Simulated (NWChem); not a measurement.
# BCl2F (dichlorofluoroborane): HF/STO-3G

What is the vertical singlet–triplet gap of BCl2F (dichlorofluoroborane) at HF/STO-3G? 

The calculation is run with NWChem 7.3.0.

7 further runs of the same task are left out: 3 that didn't finish, 4 set aside as unsound or not needed. Runs told in other sessions of the task aren't counted.

### Step 1. Starting point

The species is BCl2F (4 atoms), meant as a singlet with charge 0. SMILES: `FB(Cl)Cl`. The coordinates come from a PBE0-D4/def2-TZVP relaxation.

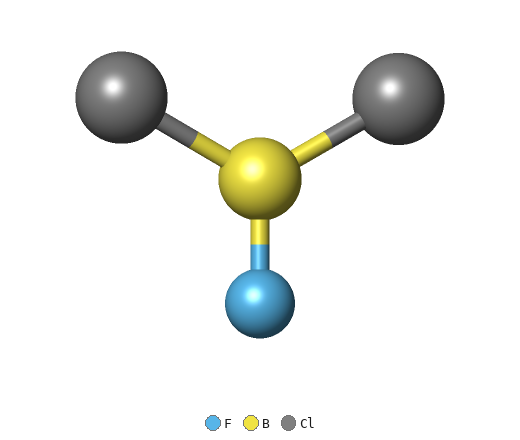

Viewed from a chosen angle; fluorine blue, boron yellow, chlorine grey.

### Step 2. Energy and gradient at HF/STO-3G

Contents of a.xyz:

```xyz
4

F      0.114370    -1.165320    -0.781190
B      0.007910    -0.080610    -0.054040
Cl    -1.549540     0.373780     0.571420
Cl     1.427260     0.872140     0.263810
```

Contents of a.nw:

```
start a
memory stack 880 mb heap 220 mb global 1100 mb
geometry units angstrom noautosym nocenter noautoz
  load format xyz a.xyz
end
basis spherical bse
  * library STO-3G
end
scf
  thresh 1e-08
  maxiter 80
end
task scf gradient
```

On the command line:

```console
$ nwchem a.nw > a.out
```

Standard output:

```text
[...]
  functions       =    28
[...]
  wavefunction    = RHF
[...]
         Total SCF energy =  -1031.713877980042
      One-electron energy =  -1791.468240510138
      Two-electron energy =    578.085276585606
 Nuclear repulsion energy =    181.669085944490
        Time for solution =      1.9s
[...]
                         RHF ENERGY GRADIENTS
    atom               coordinates                        gradient
                 x          y          z           x          y          z
   1 F       0.216128  -2.202135  -1.476235    0.002010  -0.020478  -0.013727
   2 B       0.014948  -0.152331  -0.102121   -0.004472   0.045565   0.030544
   3 Cl     -2.928206   0.706342   1.079827    0.025855  -0.008421  -0.010953
   4 Cl      2.697130   1.648106   0.498529   -0.023394  -0.016667  -0.005864
[...]
```

It took 3.3 s on 1 thread of Intel Xeon Platinum 8259CL at 2.50GHz (Skylake/Cascade Lake), shared host; peak memory 0.1 GiB.

### Step 3. The triplet: a single-point energy at UHF/STO-3G

Contents of sp.nw:

```
echo
start sp
memory 2200 mb

geometry units angstroms noautosym nocenter noautoz
 F        0.114370      -1.165320      -0.781190
 B        0.007910      -0.080610      -0.054040
 Cl      -1.549540       0.373780       0.571420
 Cl       1.427260       0.872140       0.263810
end

basis "ao basis" spherical bse
 F library STO-3G
 B library STO-3G
 Cl library STO-3G
end

scf
 triplet
 uhf
 thresh 1e-08
 maxiter 80
 print medium
end

task scf energy
```

On the command line:

```console
$ nwchem sp.nw > sp.out
```

Standard output:

```text
[...]
  functions       =    28
[...]
  wavefunction    = UHF
[...]
         Total SCF energy =  -1031.412993757721
      One electron energy =  -1791.057686180360
      Two electron energy =    577.975606478150
 Nuclear repulsion energy =    181.669085944490
                       Sz =      1.0000
                 Sz(Sz+1) =      2.0000
                      S^2 =      2.0069
[...]
```

Wall time 17 s (1 thread of Intel Xeon Platinum 8259CL at 2.50GHz (Skylake/Cascade Lake), shared host); peak memory 0.1 GiB.

### Step 4. What came out

At HF/STO-3G:

| quantity | value |
| --- | --- |
| singlet: total energy | -1031.71388 Eh |
| singlet: dipole moment | 1.23 D |
| singlet: HOMO energy | -11.40 eV |
| singlet: LUMO energy | 5.83 eV |
| singlet: HOMO–LUMO gap | 17.23 eV |
| singlet: largest force on an atom | 2.830 eV/Å |
| triplet: total energy | -1031.41299 Eh |
| triplet: dipole moment | 4.79 D |
| triplet: HOMO energy (highest over α and β) | -3.53 eV |
| triplet: LUMO energy (lowest over α and β) | -2.82 eV |
| triplet: ⟨S²⟩ | 2.007 |
| vertical energy of the triplet above the singlet | 8.187 eV |

At this shape the triplet lies 8.19 eV (790 kJ/mol) above the singlet. The largest force (singlet) is 2.83 eV/Å: the shape isn't a stationary point for this species at this level. In a minimal basis such a difference can be off by several eV, whatever the method. Mulliken charges (singlet) run from -0.20 on Cl3 to +0.54 on B2.
